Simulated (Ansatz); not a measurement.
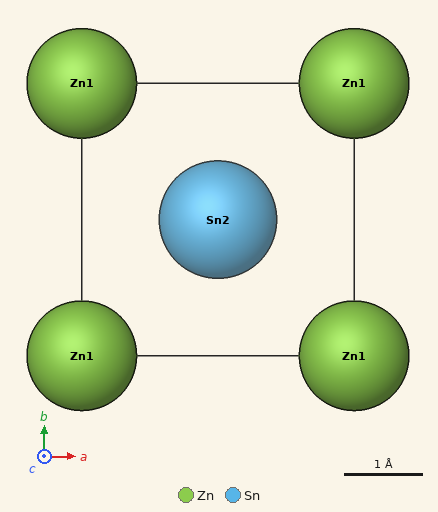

Starting structure of crystalline ZnSn (a generated structure, set up in Pm-3m). A spheres-only model of the cell of the calculation, seen along the c axis.

All numbers below come from DFT PBE, scalar-relativistic, plane waves, PAW (Ansatz 0.2.0).

Input file:
```yaml
crystal:
  lattice:
    - [3.51263518, 0.0, 0.0]
    - [0.0, 3.51263518, 0.0]
    - [0.0, 0.0, 3.51263518]
  atoms:
    - { symbol: Zn, position: [0.0, 0.0, 0.0] }
    - { symbol: Sn, position: [0.5, 0.5, 0.5] }
basis:
  ecutwfc: 420
kpoints:
  mp_grid: { grid: [16, 16, 16] }
hamiltonian:
  xc: pbe
scf:
  occupations: { method: gaussian, width: 0.1 }
output:
  forces: true
  stress: true
  eigenvalues: true
relax:
  adjacent_minimum: "off"
  f_tol: 0.01
  max_steps: 80
  cell: { stress_tol: 0.05 }
```

Command:
```bash
ansatz run input.yaml --threads 1 --pin off --max-ram 2048MiB --backend cpu --events-out ev --progress --plain --runs-dir out
```

What does the optimiser find from here?

Answer. No atom moves by more than 0.005 Å relative to the cell. The volume changes by +2.3 %, with a = b = c 3.513 → 3.539 Å (+0.8 %). Some distances before and after: Zn1–Sn2 3.042 → 3.065 Å. The space group stays Pm-3m (No. 221). Over 2 accepted moves (3 points after the start) the energy falls by 1.8 meV per atom. All forces vanish by symmetry, so only the cell relaxes. Pressure: 1.19 GPa at the start and −0.01 GPa at the end. At 1 point the geometry stayed and the basis and grid were re-selected for the new cell (energy shift of 0.2 meV per atom at most each time).

History of the run:

| step | E − E(0), meV/atom | pressure, GPa | volume, Å³/atom | note |
| --- | --- | --- | --- | --- |
| 0 | 0.00 | 1.19 | 21.671 |  |
| 1 | -1.55 | -0.18 | 22.247 |  |
| 2 | -1.62 | -0.01 | 22.169 |  |
| 3 | -1.80 | -0.01 | 22.169 | same geometry, new basis |

The structure at the end:

```xyz
2
Lattice="3.5394 0.0000 0.0000 0.0000 3.5394 0.0000 0.0000 0.0000 3.5394" Properties=species:S:1:pos:R:3 pbc="T T T"
Zn    0.0000    0.0000    0.0000
Sn    1.7697    1.7697    1.7697
```
